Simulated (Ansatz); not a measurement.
## Σ5 (310) boundary in bcc Mo, starting shift (0.5, 0.5): structure and resistance

Aim: the relaxed structure and the specific resistance of the Σ5 (310) boundary in bcc Mo, starting shift (0.5, 0.5).

Main program and level: Ansatz 0.2.0; Ansatz plane-wave DFT, PBE, PAW files; relaxation of a bicrystal slab with its lowest layers held; PAW set soft_1, in the first sound run; inputs show where later runs differ.

### 1. Set-up

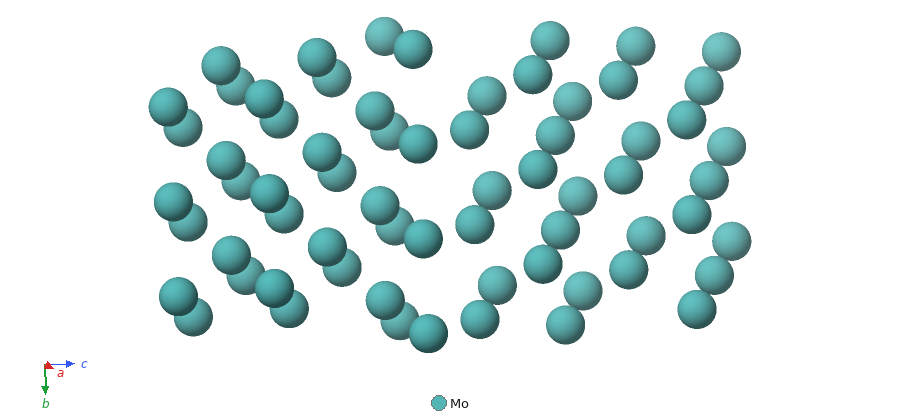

The starting structure, seen from the side, with the c axis across the page (molybdenum teal). 1×3×1 cells are drawn. Some periodic images of atoms are drawn too.

The cell holds 19 atoms: 19 Mo. Cell: a = 5.219 Å, b = 3.147 Å, c = 29.908 Å, α = 90.0°, β = 90.0°, γ = 72.5°. It derives from Mo. built on the (3 1 0) plane; 2 overlapping atoms removed and the grains opened by 0 Å. Vacuum lies along c.

### 2. Relaxing the bicrystal

The boundary is built by mirroring the lower grain in the boundary plane and removing any atoms that overlap. A thin bicrystal slab is relaxed first, with the lowest layers held and the upper grain free to shift and open.

input.yaml

```yaml
crystal:
  lattice:
    - [5.2187091076, 0.0, 0.0]
    - [0.9488562014, 3.0005467684, 0.0]
    - [0.0, 0.0, 29.9082068143]
  atoms:
    - { symbol: Mo, position: [0.7999999999, 0.6000000001, 0.167178194] }
    - { symbol: Mo, position: [0.1999999999, 0.9, 0.2004522978] }
    - { symbol: Mo, position: [0.5999999999, 0.2, 0.2337264017] }
    - { symbol: Mo, position: [1.0, 0.5, 0.2670005055] }
    - { symbol: Mo, position: [0.4, 0.8, 0.3002746094] }
    - { symbol: Mo, position: [0.8, 0.1, 0.3335487132] }
    - { symbol: Mo, position: [0.2, 0.4, 0.3668228171] }
    - { symbol: Mo, position: [0.6, 0.7, 0.400096921] }
    - { symbol: Mo, position: [0.0, 0.0, 0.4333710248] }
    - { symbol: Mo, position: [0.7, 0.9, 0.4999192325] }
    - { symbol: Mo, position: [0.3, 0.6, 0.5331933364] }
    - { symbol: Mo, position: [0.9, 0.3, 0.5664674402] }
    - { symbol: Mo, position: [0.5, 0.0, 0.5997415441] }
    - { symbol: Mo, position: [0.0999999999, 0.7, 0.633015648] }
    - { symbol: Mo, position: [0.6999999999, 0.4, 0.6662897518] }
    - { symbol: Mo, position: [0.2999999999, 0.1000000001, 0.6995638557] }
    - { symbol: Mo, position: [0.8999999999, 0.8000000001, 0.7328379595] }
    - { symbol: Mo, position: [0.4999999999, 0.5000000001, 0.7661120634] }
    - { symbol: Mo, position: [0.0999999999, 0.2000000001, 0.7993861672] }
kpoints:
  mp_grid: { grid: [8, 8, 1] }
hamiltonian:
  xc: pbe
  pseudopotentials: { kind: paw, azcp: { folder: soft_1 } }
scf:
  occupations: { method: fermi_dirac, width: 0.1 }
relax:
  f_tol: 0.03
  max_steps: 80
  constraints: [{ sites: [0, 1, 2, 3] }]
```

The run is started by

```
$ ansatz run input.yaml --threads 4 --pin off --max-ram 15360MiB --backend cpu --events-out ev --progress --plain --runs-dir out
```

Numbers of over 12 decimals in the logs are rounded to 6 here.

Log:

```text
Engine: ansatz 0.2.0, aarch64-unknown-linux-gnu
Pseudopotentials: kind: paw
Pseudopotential: Mo, paw, valence charge 14, recommended cutoff 420 eV (normal), soft_1/Mo.paw.azcp
Functional definition: PBE
  parameter kappa = 0.804
  parameter beta = 0.066725
  exchange = pbe_x(kappa = kappa, mu = beta*pi^2/3)
  correlation = pbe_c(beta = beta)
Crystal: 19 atoms, lattice volume = 468.332 Å³
Basis set: ecut = 420 eV, 9191 PW (Γ), exchange–correlation on 72×48×400 points (8 copies of the dense FFT grid, shifted against one another)
Bands: 160, of which v1, the nominal top of the filled ones, is band 133 counted from 1 (132 counted from 0)
Symmetry: 1 space group operations
Space group: P1 (ITA 1), of the structure as read, at distance tolerance 7.8e-5 Å
k-points: 34 of 64 (time reversal used)
Non-local potential: Mo, projectors of the file, l = 0: 3, l = 1: 2, l = 2: 2, l = 3: 1
PAW form: soft (Blöchl's): semilocal exchange-correlation on the pseudo side does not see the compensation charge
PAW one-centre angular grid: Mo, 590 points (default); XC on 64 Gauss nodes
Initial density: superposition of atomic densities (neutral atoms: chi_scale 0, normalization atom)
Initial wavefunctions: pseudopotential atomic-orbital guess
Functional: x = pbe(κ = 0.804, μ = 0.219515), c = pbe(β = 0.066725)
SCF iter   1: F=—  HF=-94170.995588 eV  |F-HF|=—  |Δ(HF+E_count)|=         —  Δρ=8.75e-2  dr2=1.88e2  ethr=3.10e-3  ⟨swp⟩=8.2  Hψ=24427  notcnv=0
preconditioner: auto → LDOS  [metal: Δε(μ)=0.007 eV  Ē_g=4.322 eV  σ=0.100 eV  W_gap=0.02  n_scr=116 (ndim 8)  ℏωp=18.3 eV  f_vac=0.278  D(μ)=15.43/eV (n_scr^D=104)  β→1.0]
SCF iter   2: F=—  HF=-94164.449839 eV  |F-HF|=—  |Δ(HF+E_count)|=    6.55e0  Δρ=7.36e-2  dr2=2.49e2  ethr=3.10e-3  ⟨swp⟩=4.4  Hψ=15010  notcnv=0  defer=2
SCF iter   3: F=—  HF=-94155.699297 eV  |F-HF|=—  |Δ(HF+E_count)|=    8.75e0  Δρ=1.33e-2  dr2=3.86e0  ethr=3.10e-3  ⟨swp⟩=4.2  Hψ=13133  notcnv=0  defer=1
SCF iter   4: F=—  HF=-94155.519401 eV  |F-HF|=—  |Δ(HF+E_count)|=   1.80e-1  Δρ=4.54e-3  dr2=1.36e-1  ethr=1.45e-3  ⟨swp⟩=2.6  Hψ=7999  notcnv=0
SCF iter   5: F=—  HF=-94155.489986 eV  |F-HF|=—  |Δ(HF+E_count)|=   2.94e-2  Δρ=1.54e-3  dr2=6.23e-2  ethr=5.13e-5  ⟨swp⟩=3.5  Hψ=12471  notcnv=0
SCF iter   6: F=—  HF=-94155.488929 eV  |F-HF|=—  |Δ(HF+E_count)|=   1.06e-3  Δρ=6.71e-4  dr2=1.31e-2  ethr=2.34e-5  ⟨swp⟩=2.5  Hψ=7623  notcnv=0
SCF iter   7: F=—  HF=-94155.488774 eV  |F-HF|=—  |Δ(HF+E_count)|=   1.54e-4  Δρ=1.61e-4  dr2=4.25e-4  ethr=4.92e-6  ⟨swp⟩=1.5  Hψ=5829  notcnv=0
SCF iter   8: F=—  HF=-94155.488823 eV  |F-HF|=—  |Δ(HF+E_count)|=   4.82e-5  Δρ=8.06e-5  dr2=2.09e-4  ethr=1.60e-7  ⟨swp⟩=3.2  Hψ=11246  notcnv=0
SCF iter   9: F=-94155.488823 eV  HF=-94155.488827 eV  |F-HF|=3.50e-6  |Δ(HF+E_count)|=   4.01e-6  Δρ=2.60e-5  dr2=9.50e-6  ethr=8.46e-9  ⟨swp⟩=3.7  Hψ=20901  notcnv=0
SCF 1 converged in 9 iterations: F = -94155.488823 eV  dr2 = 9.50e-6
  greatest PAW one-centre occupation: 0.999 electrons in one spin orbital (limit 2), on the Mo atom at site 16 (counted from 0), in its partial waves of l = 0
relax step   1: F+E_penalty+E_count = -94155.48882302 eV  Δ(F+E_penalty+E_count) = +0.000e0 eV  max|allowed force component| = 1.818e0 eV/Å  Δτ_max = 0.0000 Å  (9 SCF iters, dr2 threshold 2.25e-5 eV, accepted)
Initial density: handed on by an earlier stage of this run
Initial wavefunctions: those handed on with the density
iter 1 solved again at ethr=8.94e-4 eV; its pass at ethr=3.10e-3 eV (dr2=2.38e0 eV) is discarded
SCF iter   1: F=—  HF=-94156.171332 eV  |F-HF|=—  |Δ(HF+E_count)|=         —  Δρ=1.31e-2  dr2=2.64e0  ethr=8.94e-4  ⟨swp⟩=1.5  Hψ=17667  notcnv=0
eigensolver tolerance schedule calibrated: the retry pair's looser diagonalisation under-reported the residual by θ = 0.10 (0.18/decade); ethr = c·dr2/N_el runs at the constant in force after the calibration composes with the one it found (an armed cap, an earlier calibration), c = 3.0e-2
preconditioner: auto → LDOS  [metal: Δε(μ)=0.005 eV  Ē_g=3.791 eV  σ=0.100 eV  W_gap=0.01  n_scr=116 (ndim 8)  ℏωp=18.3 eV  f_vac=0.285  D(μ)=16.87/eV (n_scr^D=124)  β→1.0]
SCF iter   2: F=—  HF=-94156.087509 eV  |F-HF|=—  |Δ(HF+E_count)|=   8.38e-2  Δρ=5.28e-3  dr2=4.21e-1  ethr=3.02e-4  ⟨swp⟩=4.8  Hψ=10538  notcnv=0
SCF iter   3: F=—  HF=-94156.052768 eV  |F-HF|=—  |Δ(HF+E_count)|=   3.47e-2  Δρ=2.20e-3  dr2=5.95e-2  ethr=4.82e-5  ⟨swp⟩=3.1  Hψ=12321  notcnv=0
SCF iter   4: F=—  HF=-94156.044065 eV  |F-HF|=—  |Δ(HF+E_count)|=   8.70e-3  Δρ=4.28e-4  dr2=2.00e-3  ethr=6.81e-6  ⟨swp⟩=3.0  Hψ=10561  notcnv=0
SCF iter   5: F=—  HF=-94156.043896 eV  |F-HF|=—  |Δ(HF+E_count)|=   1.69e-4  Δρ=1.21e-4  dr2=1.90e-4  ethr=2.29e-7  ⟨swp⟩=2.9  Hψ=10899  notcnv=0
SCF iter   6: F=-94156.043934 eV  HF=-94156.043939 eV  |F-HF|=4.79e-6  |Δ(HF+E_count)|=   4.28e-5  Δρ=5.47e-5  dr2=3.03e-5  ethr=1.14e-8  ⟨swp⟩=2.9  Hψ=21597  notcnv=0
SCF 2 converged in 6 iterations: F = -94156.043934 eV  dr2 = 3.03e-5
  greatest PAW one-centre occupation: 0.999 electrons in one spin orbital (limit 2), on the Mo atom at site 2 (counted from 0), in its partial waves of l = 0
relax step   2: F+E_penalty+E_count = -94156.04393417 eV  Δ(F+E_penalty+E_count) = -5.551e-1 eV  max|allowed force component| = 7.927e-1 eV/Å  Δτ_max = 0.1947 Å  (6 SCF iters, dr2 threshold 1.00e-4 eV, accepted)
SCF iter   1: F=—  HF=-94156.894102 eV  |F-HF|=—  |Δ(HF+E_count)|=         —  Δρ=2.12e-2  dr2=1.27e1  ethr=3.10e-3  ⟨swp⟩=5.3  Hψ=13709  notcnv=0
preconditioner: auto → LDOS  [metal: Δε(μ)=0.009 eV  Ē_g=3.817 eV  σ=0.100 eV  W_gap=0.02  n_scr=116 (ndim 8)  ℏωp=18.3 eV  f_vac=0.290  D(μ)=16.75/eV (n_scr^D=124)  β→1.0]
SCF iter   2: F=—  HF=-94156.633305 eV  |F-HF|=—  |Δ(HF+E_count)|=   2.61e-1  Δρ=6.82e-3  dr2=5.37e-1  ethr=3.10e-3  ⟨swp⟩=2.0  Hψ=6833  notcnv=0
SCF iter   3: F=—  HF=-94156.590223 eV  |F-HF|=—  |Δ(HF+E_count)|=   4.31e-2  Δρ=4.67e-3  dr2=2.15e-1  ethr=2.02e-4  ⟨swp⟩=3.7  Hψ=10532  notcnv=0  defer=1
SCF iter   4: F=—  HF=-94156.554231 eV  |F-HF|=—  |Δ(HF+E_count)|=   3.60e-2  Δρ=1.48e-3  dr2=1.95e-2  ethr=8.09e-5  ⟨swp⟩=2.0  Hψ=8082  notcnv=0
SCF iter   5: F=—  HF=-94156.549663 eV  |F-HF|=—  |Δ(HF+E_count)|=   4.57e-3  Δρ=3.81e-4  dr2=1.74e-3  ethr=7.35e-6  ⟨swp⟩=2.0  Hψ=9347  notcnv=0
SCF iter   6: F=—  HF=-94156.549462 eV  |F-HF|=—  |Δ(HF+E_count)|=   2.01e-4  Δρ=8.98e-5  dr2=8.63e-5  ethr=6.54e-7  ⟨swp⟩=2.0  Hψ=7817  notcnv=0
SCF iter   7: F=-94156.549453 eV  HF=-94156.549457 eV  |F-HF|=4.30e-6  |Δ(HF+E_count)|=   4.96e-6  Δρ=2.31e-5  dr2=7.71e-6  ethr=1.48e-8  ⟨swp⟩=5.0  Hψ=19815  notcnv=0
SCF 3 converged in 7 iterations: F = -94156.549453 eV  dr2 = 7.71e-6
relax step   3: F+E_penalty+E_count = -94156.54945267 eV  Δ(F+E_penalty+E_count) = -5.055e-1 eV  max|allowed force component| = 6.774e-1 eV/Å  Δτ_max = 0.1975 Å  (7 SCF iters, dr2 threshold 3.93e-5 eV, accepted)
[...]
relax step   4: F+E_penalty+E_count = -94156.96170436 eV  Δ(F+E_penalty+E_count) = -4.123e-1 eV  max|allowed force component| = 4.987e-1 eV/Å  Δτ_max = 0.2000 Å  (6 SCF iters, dr2 threshold 8.73e-5 eV, accepted)
[...]
relax step   5: F+E_penalty+E_count = -94157.20219493 eV  Δ(F+E_penalty+E_count) = -2.405e-1 eV  max|allowed force component| = 1.793e-1 eV/Å  Δτ_max = 0.2000 Å  (6 SCF iters, dr2 threshold 1.00e-4 eV, accepted)
[...]
relax step   6: F+E_penalty+E_count = -94157.27289640 eV  Δ(F+E_penalty+E_count) = -7.070e-2 eV  max|allowed force component| = 8.717e-2 eV/Å  Δτ_max = 0.2000 Å  (8 SCF iters, dr2 threshold 4.16e-6 eV, accepted)
[...]
relax step   7: F+E_penalty+E_count = -94157.28046977 eV  Δ(F+E_penalty+E_count) = -7.573e-3 eV  max|allowed force component| = 5.432e-2 eV/Å  Δτ_max = 0.0781 Å  (7 SCF iters, dr2 threshold 9.83e-7 eV, accepted)
[...]
relax step   8: F+E_penalty+E_count = -94157.28195417 eV  Δ(F+E_penalty+E_count) = -1.484e-3 eV  max|allowed force component| = 1.040e-1 eV/Å  Δτ_max = 0.0802 Å  (9 SCF iters, accepted)
[...]
relax step   9: F+E_penalty+E_count = -94157.28495349 eV  Δ(F+E_penalty+E_count) = -2.999e-3 eV  max|allowed force component| = 3.594e-2 eV/Å  Δτ_max = 0.0219 Å  (5 SCF iters, dr2 threshold 4.21e-6 eV, accepted)
SCF iter   1: F=—  HF=-94157.288055 eV  |F-HF|=—  |Δ(HF+E_count)|=         —  Δρ=1.87e-3  dr2=4.87e-2  ethr=1.51e-4  ⟨swp⟩=3.1  Hψ=9795  notcnv=0
preconditioner: auto → LDOS  [metal: Δε(μ)=0.014 eV  Ē_g=3.905 eV  σ=0.100 eV  W_gap=0.04  n_scr=116 (ndim 8)  ℏωp=18.3 eV  f_vac=0.306  D(μ)=16.29/eV (n_scr^D=116)  β→1.0]
SCF iter   2: F=—  HF=-94157.286477 eV  |F-HF|=—  |Δ(HF+E_count)|=   1.58e-3  Δρ=6.27e-4  dr2=3.72e-3  ethr=1.83e-5  ⟨swp⟩=1.0  Hψ=6256  notcnv=0
SCF iter   3: F=—  HF=-94157.285987 eV  |F-HF|=—  |Δ(HF+E_count)|=   4.89e-4  Δρ=3.30e-4  dr2=7.39e-4  ethr=1.40e-6  ⟨swp⟩=2.1  Hψ=9477  notcnv=0
SCF iter   4: F=—  HF=-94157.285810 eV  |F-HF|=—  |Δ(HF+E_count)|=   1.78e-4  Δρ=8.36e-5  dr2=3.33e-5  ethr=2.78e-7  ⟨swp⟩=2.9  Hψ=10274  notcnv=0
SCF iter   5: F=—  HF=-94157.285576 eV  |F-HF|=—  |Δ(HF+E_count)|=   2.33e-4  Δρ=1.63e-5  dr2=1.81e-6  ethr=1.25e-8  ⟨swp⟩=2.7  Hψ=10477  notcnv=0
SCF iter   6: F=—  HF=-94157.285576 eV  |F-HF|=—  |Δ(HF+E_count)|=   1.70e-7  Δρ=6.15e-6  dr2=3.13e-7  ethr=6.79e-10  ⟨swp⟩=3.0  Hψ=11481  notcnv=0
SCF iter   7: F=-94157.285576 eV  HF=-94157.285576 eV  |F-HF|=6.69e-10  |Δ(HF+E_count)|=   5.17e-8  Δρ=2.23e-6  dr2=5.08e-8  ethr=3.76e-11  ⟨swp⟩=5.0  Hψ=19306  notcnv=0
SCF 10 converged in 7 iterations: F = -94157.285576 eV  dr2 = 5.08e-8
relax step  10: F+E_penalty+E_count = -94157.28557626 eV  Δ(F+E_penalty+E_count) = -6.228e-4 eV  max|allowed force component| = 2.721e-2 eV/Å  Δτ_max = 0.0196 Å  (7 SCF iters, accepted)
SCF converged after 7 iterations
Free energy (F): -94157.285576 eV
Harris-Foulkes:  -94157.285576 eV  (|F-HF|=6.69e-10)
Internal energy: -94156.749653 eV  (E = F + TS)
E sigma→0 (E₀):  -94157.017615 eV
Entropy (-TS):   -0.535923 eV (-28.206 meV/atom)
Fermi energy:    11.970639 eV
--- Per-component energies (eV) ---
  E_band       = -3430.631368
  E_kinetic    = 8007.440950
  E_local      = -266907.637670  (includes V_loc(G=0)·N_el)
  E_nonlocal   = 2824.618211
  E_hartree    = 129922.262989
  E_xc         = -3338.354303
  E_vxc        = -4160.862446  (∫ρ·V_xc dr)
  E_paw        = -61026.704507  (= ΣΔE_a)
  E_vpaw       = -3038.683139  (= ΣTr[D̂ρ^β])
  E_aug_tail   = 0.000930  (compensation charges beyond the density's cutoff)
  E_ewald      = 96361.623748
  E_smearing   = -0.535923  (= −TS)
  E_closure    = -0.000000  (closes the sum)
  Σ components = -94157.285576   (vs F -94157.285576, Δ=0.00e0)
--- Forces (eV/Å), atoms counted from 1 ---
  atom   1  Mo     0.30673597    -0.11265819     1.73646498
  atom   2  Mo    -0.48277111     0.14173354    -0.39329027
  atom   3  Mo     0.13387599    -0.02266755    -0.91242322
  atom   4  Mo     0.04826337    -0.00377536    -0.44766110
  atom   5  Mo     0.00675884     0.00149145     0.01555082
  atom   6  Mo    -0.00917701    -0.00518807    -0.00889552
  atom   7  Mo     0.00997417    -0.00049674    -0.00474606
  atom   8  Mo     0.00026672     0.00217911     0.02721246
  atom   9  Mo    -0.00639205     0.00445831    -0.00851993
  atom  10  Mo     0.00189054    -0.01173689    -0.01537613
  atom  11  Mo     0.00329064    -0.00991162    -0.00509409
  atom  12  Mo    -0.00559892     0.01728257     0.00256681
  atom  13  Mo     0.00036971     0.00076661     0.01948748
  atom  14  Mo     0.00314082     0.00566696    -0.01332485
  atom  15  Mo    -0.00709304    -0.00615869     0.00572514
  atom  16  Mo    -0.00203175    -0.00082041    -0.00513664
  atom  17  Mo     0.00091113    -0.00074702     0.00091168
  atom  18  Mo     0.00080137    -0.00168030     0.00606115
  atom  19  Mo    -0.00343581     0.00221602     0.00060641
  max |Σ_I F_I| component: 2.20e-4 eV/Å
--- Relaxed structure (10 steps of the walk, 10 accepted, 0 SCFs on fresh bases) ---
  F+E_penalty+E_count = -94157.28557626 eV   max|allowed force component| = 2.721e-2 eV/Å
  atoms:
    - { symbol: Mo, position: [0.800000, 0.6000000001, 0.167178] }
    - { symbol: Mo, position: [0.1999999999, 0.9, 0.200452] }
    - { symbol: Mo, position: [0.600000, 0.200000, 0.233726] }
    - { symbol: Mo, position: [1.000000, 0.5, 0.267001] }
    - { symbol: Mo, position: [0.401396, 0.798677, 0.300264] }
    - { symbol: Mo, position: [0.802042, 0.097506, 0.334394] }
    - { symbol: Mo, position: [0.196747, 0.405341, 0.367130] }
    - { symbol: Mo, position: [0.599403, 0.670394, 0.399076] }
    - { symbol: Mo, position: [0.016401, 0.100258, 0.439358] }
    - { symbol: Mo, position: [0.603838, 0.934886, 0.479701] }
    - { symbol: Mo, position: [0.202041, 0.606196, 0.510615] }
    - { symbol: Mo, position: [0.807155, 0.307415, 0.544304] }
    - { symbol: Mo, position: [0.404211, 0.00758937, 0.578217] }
    - { symbol: Mo, position: [0.00712506, 0.704825, 0.611082] }
    - { symbol: Mo, position: [0.610506, 0.404068, 0.644957] }
    - { symbol: Mo, position: [0.209306, 0.107856, 0.677877] }
    - { symbol: Mo, position: [0.806220, 0.806338, 0.712689] }
    - { symbol: Mo, position: [0.398807, 0.509624, 0.745585] }
    - { symbol: Mo, position: [0.025490, 0.195556, 0.771840] }
```

Wall time 12 min (4 threads of Arm Neoverse V2, shared host); peak memory 2.7 GiB; 45 min of CPU time.

Step by step:

| step | energy less that of the first step (eV) | largest force component (eV/Å) |
| --- | --- | --- |
| 1 | 0.0000 | 1.8177 |
| 2 | -0.5551 | 0.7927 |
| 3 | -1.0606 | 0.6774 |
| 4 | -1.4729 | 0.4987 |
| 5 | -1.7134 | 0.1793 |
| 6 | -1.7841 | 0.0872 |
| 7 | -1.7916 | 0.0543 |
| 8 | -1.7931 | 0.1041 |
| 9 | -1.7961 | 0.0359 |
| 10 | -1.7968 | 0.0272 |

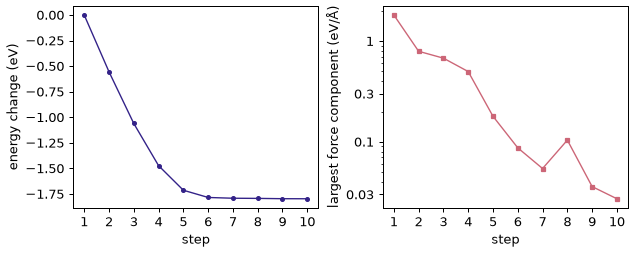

Energy and largest force along the relaxation.

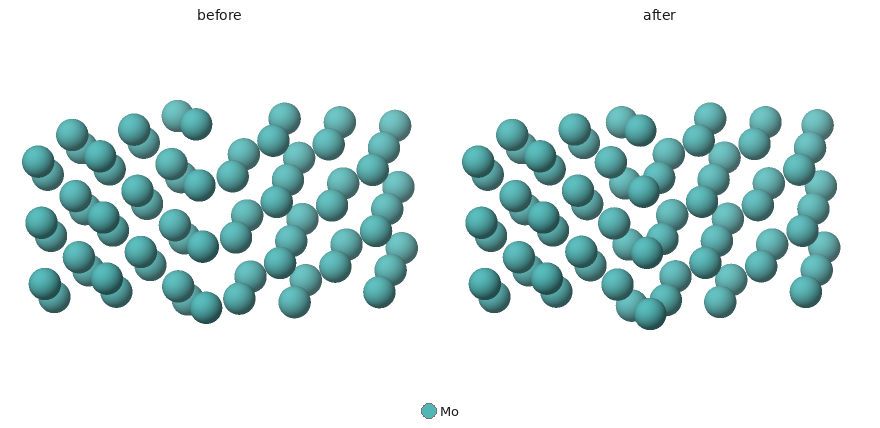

The structure before and after the relaxation, drawn at the same scale.

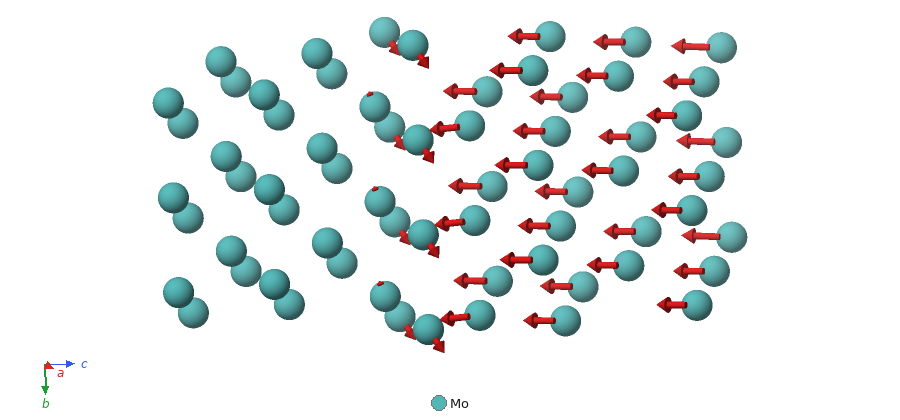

Displacements in the relaxation, exaggerated; the longest in the cell stands for 0.91 Å. 1×3×1 cells are drawn. Some periodic images of atoms are drawn too.

The atoms that moved most (Å):

| atom | dx | dy | dz | length |
| --- | --- | --- | --- | --- |
| Mo19 | -0.393 | -0.013 | -0.824 | 0.913 |
| Mo11 | -0.505 | 0.019 | -0.675 | 0.844 |
| Mo12 | -0.477 | 0.022 | -0.663 | 0.817 |
| Mo14 | -0.480 | 0.014 | -0.656 | 0.813 |
| Mo13 | -0.493 | 0.023 | -0.644 | 0.811 |
| Mo18 | -0.519 | 0.029 | -0.614 | 0.804 |
| Mo16 | -0.466 | 0.024 | -0.649 | 0.799 |
| Mo15 | -0.463 | 0.012 | -0.638 | 0.789 |

This step gave:

```yaml
free_energy: -94157.2856 eV
energy_at_zero_smearing: -94157.0176 eV
fermi_energy: 11.97 eV
```

The largest force component on a free atom ends at 0.027 eV/Å, under the tolerance of 0.03, after 10 steps.

[end of part 1 of 3]

[Logs are printed without paths, hosts, clocks, repeated set-up lines and the standing remarks that a program may print on its own settings, such as how far it seeks lower states.]

[Hosts, paths, dates, database ids (printed as entryN), source tags and the programs' standing remarks are cut or masked in the printed files.]
